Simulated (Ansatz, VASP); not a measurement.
**Cross-check of InAs between VASP and Ansatz**

One calculation is typed for both programs; each brings its own data sets and cutoff. How far apart do they land?

Method: plane waves, with VASP 6.6.1 beside it; relaxation of cell and atoms at r2SCAN, in Ansatz 0.2.0.

### Step 1. Starting point

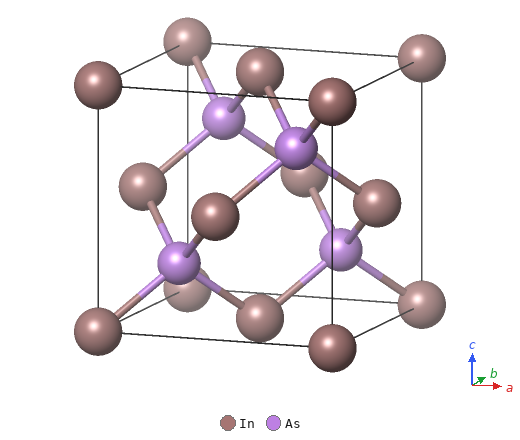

Start, viewed slightly off an axis; indium brown, arsenic purple. This picture shows the conventional cell, with its axes. Bonds to atoms that aren't drawn are left out. Some periodic images of atoms are drawn too.

As a file:

```cif
data_structure
_symmetry_space_group_name_H-M 'F-43m'
_symmetry_Int_Tables_number 216
_cell_length_a 6.1180
_cell_length_b 6.1180
_cell_length_c 6.1180
_cell_angle_alpha 90.000
_cell_angle_beta 90.000
_cell_angle_gamma 90.000
_cell_volume 228.99
loop_
_atom_site_label
_atom_site_type_symbol
_atom_site_symmetry_multiplicity
_atom_site_Wyckoff_symbol
_atom_site_fract_x
_atom_site_fract_y
_atom_site_fract_z
_atom_site_occupancy
In1 In 4 a 0.00000 0.00000 0.00000 1
As1 As 4 c 0.25000 0.25000 0.25000 1
```

### Step 2. Ansatz: relaxation of cell and atoms, r2SCAN

Ansatz runs on its default PAW (the set named soft_2) files.

The relaxed volume is the usual yardstick between codes: its relative difference is about their pressure difference at one cell divided by the bulk modulus.

File input.yaml:

```yaml
crystal:
  lattice:
    - [0.0, 3.0589920495, 3.0589920495]
    - [3.0589920495, 0.0, 3.0589920495]
    - [3.0589920495, 3.0589920495, 0.0]
  atoms:
    - { symbol: In, position: [0.0, 0.0, 0.0] }
    - { symbol: As, position: [0.75, 0.75, 0.75] }
hamiltonian:
  xc: r2scan
  pseudopotentials: { kind: paw }
kpoints:
  mp_grid: { grid: [10, 10, 10] }
scf:
  occupations: { method: gaussian, width: 0.05 }
relax:
  f_tol: 0.01
  max_steps: 60
  cell: { stress_tol: 0.05 }
output:
  forces: true
  stress: true
```

Command:

```sh
$ ansatz run input.yaml --threads 4 --pin off --max-ram 9216MiB --backend cpu --events-out ev --progress --plain --runs-dir out
```

Numbers of over 12 decimals in the logs are rounded to 6 here.

Output:

```text
Engine: ansatz 0.2.0, aarch64-unknown-linux-gnu
Pseudopotentials: kind: paw
Pseudopotential: In, paw, valence charge 13, recommended cutoff 500 eV (meta_gga), In.paw.azcp
Pseudopotential: As, paw, valence charge 15, recommended cutoff 500 eV (meta_gga), As.paw.azcp
Functional definition: r2SCAN
  parameter k0 = 0.174
  parameter k1 = 0.065
  parameter a1 = 4.9479
  exchange = r2scan_x(k0 = k0, k1 = k1, a1 = a1)
  correlation = r2scan_c
Crystal: 2 atoms, lattice volume = 57.249 Å³
Basis set: ecut = 500 eV, 1459 PW (Γ), exchange–correlation on 128×128×128 points (64 copies of the dense FFT grid, shifted against one another)
Bands: 18, of which v1, the nominal top of the filled ones, is band 14 counted from 1 (13 counted from 0)
Symmetry: 24 space group operations
Space group: F-43m (ITA 216), of the structure as read, at distance tolerance 3.9e-5 Å
k-points: 47 of 1000 (time reversal used)
Non-local potential: In, projectors of the file, l = 0: 2, l = 1: 2, l = 2: 2, l = 3: 2
Non-local potential: As, projectors of the file, l = 0: 2, l = 1: 2, l = 2: 3, l = 3: 1
PAW form: soft (Blöchl's): semilocal exchange-correlation on the pseudo side does not see the compensation charge
PAW frozen core: In, regenerated for the run's functional (the file was generated under x = pbe(κ = 0.804, μ = 0.219515), c = pbe(β = 0.066725))
PAW frozen core: As, regenerated for the run's functional (the file was generated under x = pbe(κ = 0.804, μ = 0.219515), c = pbe(β = 0.066725))
PAW one-centre angular grid: In, 590 points (default); XC on 289 of its mesh's 2783 points in the sphere
PAW one-centre angular grid: As, 590 points (default); XC on 160 Gauss nodes
Initial density: superposition of atomic densities (neutral atoms: chi_scale 0, normalization atom), corrected by the library's trained network
Initial wavefunctions: pseudopotential atomic-orbital guess
Functional: x = r2scan, c = r2scan; τ floored in thin density (d = 2e-4 eV/Å³)
SCF iter   1: F=—  HF=-10477.172443 eV  |F-HF|=—  |Δ(HF+E_count)|=         —  Δρ=5.94e-3  dr2=1.15e-2  dr2_τ=7.39e-3  ethr=1.77e-3  ⟨swp⟩=6.0  Hψ=4291  notcnv=0
preconditioner: auto → none  [insulator: Δε(μ)=1.096 eV  Ē_g=15.378 eV  σ=0.050 eV  W_gap=0.64  n_scr=14 (ndim 8)  ℏωp=20.8 eV  f_vac=0.116  D(μ)=0.07/eV (n_scr^D=0)  ε∞_Penn≈2.8]
SCF iter   2: F=—  HF=-10477.178311 eV  |F-HF|=—  |Δ(HF+E_count)|=   5.87e-3  Δρ=1.68e-3  dr2=1.30e-3  dr2_τ=6.92e-5  ethr=4.10e-5  ⟨swp⟩=2.0  Hψ=2068  notcnv=0
SCF iter   3: F=—  HF=-10477.178611 eV  |F-HF|=—  |Δ(HF+E_count)|=   3.00e-4  Δρ=7.23e-4  dr2=1.82e-4  dr2_τ=3.80e-6  ethr=4.64e-6  ⟨swp⟩=1.4  Hψ=967  notcnv=0
SCF iter   4: F=—  HF=-10477.178672 eV  |F-HF|=—  |Δ(HF+E_count)|=   6.19e-5  Δρ=6.58e-5  dr2=1.17e-6  dr2_τ=3.43e-8  ethr=6.50e-7  ⟨swp⟩=2.4  Hψ=1135  notcnv=0
SCF iter   5: F=—  HF=-10477.178674 eV  |F-HF|=—  |Δ(HF+E_count)|=   1.10e-6  Δρ=6.43e-6  dr2=1.67e-8  dr2_τ=9.52e-10  ethr=4.17e-9  ⟨swp⟩=2.7  Hψ=1483  notcnv=0
SCF iter   6: F=-10477.178674 eV  HF=-10477.178674 eV  |F-HF|=3.22e-9  |Δ(HF+E_count)|=   8.61e-9  Δρ=2.79e-6  dr2=6.50e-9  dr2_τ=9.85e-11  ethr=5.98e-11  ⟨swp⟩=2.5  Hψ=3196  notcnv=0
SCF 1 converged in 6 iterations: F = -10477.178674 eV  dr2 = 6.50e-9
  greatest PAW one-centre occupation: 0.999 electrons in one spin orbital (limit 2), on the As atom at site 1 (counted from 0), in its partial waves of l = 2
relax step   1: F+E_penalty+E_count = -10477.17867354 eV  Δ(F+E_penalty+E_count) = +0.000e0 eV  max|allowed force component| = 1.370e-16 eV/Å  Δτ_max = 0.0000 Å  P = -0.249 GPa  Ω = 57.249 Å³  (6 SCF iters, dr2 threshold 1.00e-7 eV, accepted)
[...]
relax step   2: F+E_penalty+E_count = -10477.17886373 eV  Δ(F+E_penalty+E_count) = -1.902e-4 eV  max|allowed force component| = 4.966e-17 eV/Å  Δτ_max = 0.0000 Å  P = +0.115 GPa  Ω = 56.882 Å³  energy of the carried Pulay correction = +3.361e-5 eV  (4 SCF iters, dr2 threshold 1.55e-7 eV, accepted)
[...]
relax step   3: F+E_penalty+E_count = -10477.17889380 eV  Δ(F+E_penalty+E_count) = -3.007e-5 eV  max|allowed force component| = 1.503e-17 eV/Å  Δτ_max = 0.0000 Å  P = -0.001 GPa  Ω = 56.997 Å³  energy of the carried Pulay correction = +2.302e-5 eV  (4 SCF iters, dr2 threshold 3.30e-8 eV, accepted)
[...]
relax step   4: F+E_penalty+E_count = -10477.17887108 eV  Δ(F+E_penalty+E_count) = +2.272e-5 eV  max|allowed force component| = 1.973e-17 eV/Å  Δτ_max = 0.0000 Å  P = -0.002 GPa  Ω = 56.997 Å³  stress off target by 1.81e-3 GPa  SCF on the basis re-selected at this cell (its energy is not comparable with the rows above)  (5 SCF iters)
basis re-selected at this cell: Δ(F+E_penalty+E_count) = +2.272e-5 eV, ΔP = -0.000 GPa vs the last step (what re-selecting the basis moved, of the pressure what is left beyond the Pulay correction that the steps carried, after the strain that the cell walked since its last selection, with what the two solves' SCF thresholds leave and, on support functions, any second-order correction that the steps lacked; it is no m [...]
SCF converged after 5 iterations
Free energy (F): -10477.178871 eV
Harris-Foulkes:  -10477.178871 eV  (|F-HF|=3.64e-12)
Internal energy: -10477.178823 eV  (E = F + TS)
E sigma→0 (E₀):  -10477.178847 eV
Entropy (-TS):   -0.000048 eV (-0.024 meV/atom)
Fermi energy:    7.262097 eV
--- Per-component energies (eV) ---
  E_band       = -340.184871
  E_kinetic    = 345.961364
  E_local      = -3319.328955  (includes V_loc(G=0)·N_el)
  E_nonlocal   = -302.035008
  E_hartree    = 1604.061984
  E_xc         = -274.697019
  E_vxc        = -190.434601  (∫ρ·V_xc dr)
  E_paw        = -6033.063440  (= ΣΔE_a)
  E_vpaw       = -94.229213  (= ΣTr[D̂ρ^β])
  E_aug_tail   = 0.000001  (compensation charges beyond the density's cutoff)
  E_vtau       = 11.757579  (kinetic-family band-sum trace: ∫τ·v_τ [+ j·A + Jᵃ·Aᵃ] dr)
  E_ewald      = -2497.585887
  E_core_change = -0.491862  (= ΣΔE_core)
  E_smearing   = -0.000048  (= −TS)
  E_closure    = 0.000000  (closes the sum)
  Σ components = -10477.178871   (vs F -10477.178871, Δ=0.00e0)
--- Forces (eV/Å), atoms counted from 1 ---
  atom   1  In    -0.00000000    -0.00000000     0.00000000
  atom   2  As     0.00000000     0.00000000    -0.00000000
  max |Σ_I F_I| component: 3.45e-17 eV/Å
--- Stress (GPa, compression-positive) ---
       -0.001813      -0.000000      -0.000000
       -0.000000      -0.001813       0.000000
       -0.000000       0.000000      -0.001813
  P = ⅓ Tr σ = -0.0018 GPa (-0.018 kbar)
--- Relaxed structure (3 steps of the walk, 3 accepted, 1 SCFs on fresh bases) ---
  F+E_penalty+E_count = -10477.17887108 eV   max|allowed force component| = 1.973e-17 eV/Å   (the final SCF, on the basis selected at the relaxed cell)
  cell:  # Å, volume = 56.9973 Å³
    - [0, 3.054509, 3.054509]
    - [3.054509, 0, 3.054509]
    - [3.054509, 3.054509, 0]
  atoms:
    - { symbol: In, position: [0, 0, 0] }
    - { symbol: As, position: [0.75, 0.75, 0.75] }
```

It took 9.6 s on 4 threads of Arm Neoverse V1, shared host; peak memory 0.55 GiB.

### Step 3. VASP: relaxation of cell and atoms, r2SCAN

The same cell, functional, mesh and smearing now go to VASP, with its own data sets and cutoff.

Lines of VASP's logs that name or quote its potential files are left out, and so is its time.

File INCAR:

```
SYSTEM = InAs
PREC = Accurate
ENCUT = 450
EDIFF = 1E-06
NELM = 100
ISMEAR = 0
SIGMA = 0.05
LREAL = .FALSE.
ALGO = Normal
METAGGA = R2SCAN
LASPH = .TRUE.
NBANDS = 15
LORBIT = 11
LWAVE = .FALSE.
LCHARG = .FALSE.
KPAR = 8
IBRION = 2
NSW = 50
ISIF = 3
EDIFFG = -0.006
```

File POSCAR:

```
InAs
1.0
    0.0000000000      3.0589920495      3.0589920495
    3.0589920495      0.0000000000      3.0589920495
    3.0589920495      3.0589920495      0.0000000000
In As
1 1
Direct
    0.0000000000      0.0000000000      0.0000000000
    0.7500000000      0.7500000000      0.7500000000
```

File KPOINTS:

```
Automatic mesh
0
Gamma
10 10 10
0 0 0
```

PAW data sets: In_d and As (PBE family, release 64).

Command:

```sh
$ mpirun -np 8 vasp_std
```

Output:

```text
[banner, memory and clock lines left out]
running    8 mpi-ranks, on    1 nodes
 distrk:  each k-point on    1 cores,    8 groups
 distr:  one band on    1 cores,    1 groups

 POSCAR found type information on POSCAR InAs
 POSCAR found :  2 types and       2 ions
|                                                                             |
|           W    W    AA    RRRRR   N    N  II  N    N   GGGG   !!!           |
|           W    W   A  A   R    R  NN   N  II  NN   N  G    G  !!!           |
|           W    W  A    A  R    R  N N  N  II  N N  N  G       !!!           |
|           W WW W  AAAAAA  RRRRR   N  N N  II  N  N N  G  GGG   !            |
|           WW  WW  A    A  R   R   N   NN  II  N   NN  G    G                |
|           W    W  A    A  R    R  N    N  II  N    N   GGGG   !!!           |
|                                                                             |
|     For optimal performance we recommend to set                             |
|       NCORE = 2 up to number-of-cores-per-socket                            |
|     NCORE specifies how many cores store one orbital (NPAR=cpu/NCORE).      |
|     This setting can greatly improve the performance of VASP for DFT.       |
|     The default, NCORE=1 might be grossly inefficient on modern             |
|     multi-core architectures or massively parallel machines. Do your        |
|     Unfortunately you need to use the default for GW and RPA                |
|     calculations (for HF NCORE is supported but not extensively tested      |
|     yet).                                                                   |
|                                                                             |

|                                                                             |
|               ----> ADVICE to this user running VASP <----                  |
|                                                                             |
|     You enforced a specific xc type in the INCAR file but a different       |
|     [... a line on the potential file left out ...]
|     I HOPE YOU KNOW WHAT YOU ARE DOING!                                     |
|                                                                             |

 LDA part: xc-table for (None), standard interpolation
 POSCAR, INCAR and KPOINTS ok, starting setup
 FFT: planning ... GRIDC
 FFT: planning ... GRID_SOFT
 FFT: planning ... GRID
 WAVECAR not read
 entering main loop
       N       E                     dE             d eps       ncg     rms          rms(c)
DAV:   1     0.775479784218E+02    0.77548E+02   -0.79445E+03  1410   0.119E+03
DAV:   2    -0.336218949172E+02   -0.11117E+03   -0.10669E+03  1501   0.292E+02
DAV:   3    -0.412594347402E+02   -0.76375E+01   -0.75992E+01  1872   0.802E+01
DAV:   4    -0.414536168953E+02   -0.19418E+00   -0.19413E+00  1779   0.142E+01
DAV:   5    -0.414625040998E+02   -0.88872E-02   -0.88870E-02  2151   0.246E+00    0.587E+00
DAV:   6    -0.380679001997E+02    0.33946E+01   -0.15545E+00  1739   0.281E+01    0.289E+00
DAV:   7    -0.380513123033E+02    0.16588E-01   -0.21533E-01  1620   0.373E+00    0.175E+00
DAV:   8    -0.380591629386E+02   -0.78506E-02   -0.18657E-02  1837   0.124E+00    0.693E-01
DAV:   9    -0.380605061572E+02   -0.13432E-02   -0.18274E-03  1950   0.354E-01    0.209E-01
DAV:  10    -0.380605354331E+02   -0.29276E-04   -0.17500E-04  1909   0.128E-01    0.181E-01
DAV:  11    -0.380605682427E+02   -0.32810E-04   -0.88514E-05  1697   0.152E-01    0.411E-02
DAV:  12    -0.380605598335E+02    0.84093E-05   -0.18574E-05  1758   0.351E-02    0.418E-02
DAV:  13    -0.380605598779E+02   -0.44405E-07   -0.48555E-06  1767   0.201E-02
   1 F= -.38060560E+02 E0= -.38060526E+02  d E =-.380606E+02
 curvature:   0.00 expect dE= 0.000E+00 dE for cont linesearch  0.000E+00
 trial: gam= 0.00000 g(F)=  0.187E-44 g(S)=  0.392E-03 ort = 0.000E+00 (trialstep = 0.100E+01)
 search vector abs. value=  0.392E-03
 bond charge predicted
       N       E                     dE             d eps       ncg     rms          rms(c)
DAV:   1    -0.380650281160E+02   -0.44683E-02   -0.10813E-01  1788   0.645E+00    0.488E-01
DAV:   2    -0.380612942968E+02    0.37338E-02   -0.74864E-03  1781   0.204E+00    0.159E-01
DAV:   3    -0.380607206468E+02    0.57365E-03   -0.16233E-03  1816   0.900E-01    0.122E-01
DAV:   4    -0.380607269549E+02   -0.63082E-05   -0.77740E-05  1487   0.793E-02    0.123E-01
DAV:   5    -0.380607324698E+02   -0.55149E-05   -0.35922E-06  1826   0.192E-02    0.119E-01
DAV:   6    -0.380608162340E+02   -0.83764E-04   -0.45441E-04  2114   0.211E-01    0.235E-01
DAV:   7    -0.380607106459E+02    0.10559E-03   -0.33370E-04  1842   0.163E-01    0.281E-02
DAV:   8    -0.380607132626E+02   -0.26167E-05   -0.67768E-05  1940   0.646E-02    0.459E-02
DAV:   9    -0.380607156034E+02   -0.23408E-05   -0.88033E-06  2059   0.277E-02    0.665E-03
DAV:  10    -0.380607164818E+02   -0.87844E-06   -0.70326E-07   957   0.853E-03
   2 F= -.38060716E+02 E0= -.38060694E+02  d E =-.156604E-03
 trial-energy change:   -0.000157  1 .order   -0.000100   -0.000392    0.000192
 step:   0.7730(harm=  0.6708)  dis= 0.00000  next Energy=   -38.060738 (dE=-0.178E-03)
 bond charge predicted
       N       E                     dE             d eps       ncg     rms          rms(c)
DAV:   1    -0.380609451073E+02   -0.22950E-03   -0.55325E-03  1781   0.147E+00    0.101E-01
DAV:   2    -0.380607665612E+02    0.17855E-03   -0.37513E-04  1767   0.453E-01    0.335E-02
DAV:   3    -0.380607351666E+02    0.31395E-04   -0.80516E-05  1830   0.201E-01    0.302E-02
DAV:   4    -0.380607353383E+02   -0.17173E-06   -0.39838E-06  1459   0.178E-02
   3 F= -.38060735E+02 E0= -.38060711E+02  d E =-.175460E-03
 curvature:  -0.30 expect dE=-0.162E-06 dE for cont linesearch -0.162E-06
 trial: gam=-0.03553 g(F)=  0.210E-43 g(S)=  0.534E-06 ort = 0.145E-04 (trialstep = 0.955E+00)
 search vector abs. value=  0.827E-09
 reached required accuracy - stopping structural energy minimisation
```

OUTCAR, selected parts (step 3):

```text
ion  position               nearest neighbor table
   1  0.000  0.000  0.000-   2 2.65   2 2.65   2 2.65   2 2.65
   2  0.750  0.750  0.750-   1 2.65   1 2.65   1 2.65   1 2.65

  LATTYP: Found a face centered cubic cell.
 ALAT       =     6.1179840990

 Subroutine GETGRP returns: Found 24 space group operations
 (whereof 24 operations were pure point group operations)

The static configuration has the point symmetry T_d .

 Found     47 irreducible k-points:

   k-points           NKPTS =     47   k-points in BZ     NKDIM =     47   number of bands    NBANDS=     15

   dimension x,y,z NGX =    30 NGY =   30 NGZ =   30
   dimension x,y,z NGXF=    60 NGYF=   60 NGZF=   60

   ENCUT  =  450.0 eV  33.07 Ry    5.75 a.u.   7.48  7.48  7.48*2*pi/ulx,y,z

   NELECT =      18.0000    total number of electrons

 k-points in reciprocal lattice and weights: Automatic mesh
   0.00000000  0.00000000  0.00000000       0.001
   0.10000000  0.00000000  0.00000000       0.008
   0.20000000  0.00000000  0.00000000       0.008
   0.30000000  0.00000000  0.00000000       0.008
   0.40000000  0.00000000  0.00000000       0.008
   0.50000000  0.00000000  0.00000000       0.004
   0.10000000  0.10000000  0.00000000       0.006
   0.20000000  0.10000000  0.00000000       0.024
   0.30000000  0.10000000  0.00000000       0.024
[...]
-0.30000000  0.40000000  0.20000000       0.024
  -0.30000000  0.50000000  0.20000000       0.012

 average (electrostatic) potential at core
       1-102.4798       2 -54.4317

 E-fermi :   4.0153

 k-point     1 :       0.0000    0.0000    0.0000
  band No.  band energies     occupation
    ...
      5     -10.6961      2.00000
      6      -8.1356      2.00000
      7       3.9634      1.85776
      8       3.9634      1.85774
      9       3.9634      1.85774
     10       4.0434      0.42676
     11       8.2211      0.00000
     12       8.2211      0.00000
     13       8.2211      0.00000
     14      11.9149      0.00000
    ...

 k-point     2 :       0.1000    0.0000    0.0000
  band No.  band energies     occupation
    ...
      5     -10.6962      2.00000
      6      -8.0317      2.00000
      7       2.5443      2.00000
      8       3.8399      2.00000
      9       3.8399      2.00000
     10       5.1148      0.00000
     11       8.2753      0.00000
     12       8.4078      0.00000
     13       8.4078      0.00000
     14      12.5103      0.00000
    ...

 k-point     3 :       0.2000    0.0000    0.0000
  band No.  band energies     occupation
    ...
      5     -10.6957      2.00000
      6      -7.7375      2.00000
      7       1.0314      2.00000
      8       3.5588      2.00000
      9       3.5588      2.00000
     10       5.5103      0.00000
     11       8.7860      0.00000
     12       8.7860      0.00000
     13       8.8963      0.00000
     14      12.9270      0.00000
    ...

  Total       -0.0027163     -0.0027163     -0.0027163     -0.0000000     -0.0000000     -0.0000000
  in kB       -0.0763337     -0.0763337     -0.0763337     -0.0000000     -0.0000000     -0.0000000
  external PRESSURE =      -0.0763337 kB  Pullay stress =       0.0000000 kB

  energy-cutoff  :      450.00
  volume of cell :       57.01
      direct lattice vectors                 reciprocal lattice vectors
     0.000000000  3.054793012  3.054793012    -0.163677211  0.163677211  0.163677211
     3.054793012  0.000000000  3.054793012     0.163677211 -0.163677211  0.163677211
     3.054793012  3.054793012  0.000000000     0.163677211  0.163677211 -0.163677211

 POSITION                                       TOTAL-FORCE (eV/Angst)
 -----------------------------------------------------------------------------------
      0.00000      0.00000      0.00000         0.000000      0.000000      0.000000
      4.58219      4.58219      4.58219        -0.000000     -0.000000     -0.000000
 -----------------------------------------------------------------------------------
    total drift:                               -0.000004     -0.000004     -0.000004

  FREE ENERGIE OF THE ION-ELECTRON SYSTEM (eV)
  ---------------------------------------------------
  free  energy   TOTEN  =       -38.0607353383 eV

  energy  without entropy=      -38.0606859322  energy(sigma->0) =      -38.06071064

 reached required accuracy - stopping structural energy minimisation

 total charge
# of ion       s       p       d       tot
------------------------------------------
    1        0.834   0.734   9.887  11.455
    2        1.214   1.597   0.021   2.833
--------------------------------------------------
tot          2.048   2.331   9.908  14.288

[... 3 further parts left out ...]
```

CONTCAR:

```
InAs
   1.00000000000000
     0.0000000000000000    3.0547930122639366    3.0547930122639366
     3.0547930122639366    0.0000000000000000    3.0547930122639366
     3.0547930122639366    3.0547930122639366    0.0000000000000000
  In              As
     1     1
Direct
     0.0000000000000000    0.0000000000000000    0.0000000000000000
     0.7500000000000000    0.7500000000000000    0.7500000000000000
```

### Step 4. Comparison

Known differences besides the PAW data sets themselves: VASP keeps PBE cores, Ansatz makes them for the functional; both relaxations stop at a tolerance, which leaves soft axes loose, and VASP keeps its plane-wave basis; the data sets hold 28 valence electrons in Ansatz (default PAW (the set named soft_2) files) and 18 in VASP; the cutoff is 500 eV in Ansatz and 450 eV in VASP; Ansatz adds a Pulay correction to the stress that steers its cell, VASP none. Total energies have different zeros and are not compared.

Compared:

| quantity | Ansatz | VASP | difference |
| --- | --- | --- | --- |
| volume (Å³) | 57.00 | 57.01 | -0.03 % |
| edge a after relaxation, in the typed setting (Å) | 4.320 | 4.320 | -0.01 % |

The walks stopped with 0.00 GPa left in Ansatz and -0.01 GPa in VASP; each walk ends within a tolerance, so the volume difference is uncertain by about these residues over the bulk modulus, most in soft cells.

### Step 5. Outcome

- difference in volume (relaxation of cell and atoms, r2SCAN): -0.028 %

**Reading.** The difference in volume is -0.028 % (relaxation of cell and atoms, r2SCAN), within the 1.2 % picked in this series as the mark of a large difference, as far as the stopping tolerances let one tell. How closely two codes agree says nothing of how well the functional describes the real material.

[Lines on the potential files, build, host, timing and source positions are cut from VASP's logs without a mark.]

[Logs are printed without paths, hosts, clocks, repeated set-up lines and the standing remarks that a program may print on its own settings, such as how far it seeks lower states.]

[Hosts, paths, dates, database ids (printed as entryN), source tags and the programs' standing remarks are cut or masked in the printed files.]
